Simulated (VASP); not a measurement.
Band structure of BaSnS$_{3}$ (space group Pm-3m). These are PBE GGA, VASP's PBE PAW potentials (set 64) (plane waves; VASP) values and carry that method's errors.

Unless said otherwise, spin-orbit coupling is left out, though it shifts the bands of the heavy elements here.

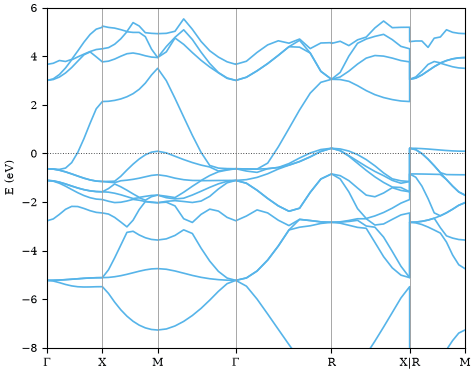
Figure. Bands along high-symmetry lines, zero at the valence-band maximum or, without a gap, the Fermi level

Problem. Read the plot: is there a gap, and where are the band edges?

Solution. It has no gap at this level: it comes out as a metal or semimetal.

The structure was generated: BaSnS3 was put into an ordered model structure (Pm-3m), which need not be its known phase. The cell was not relaxed at this level.
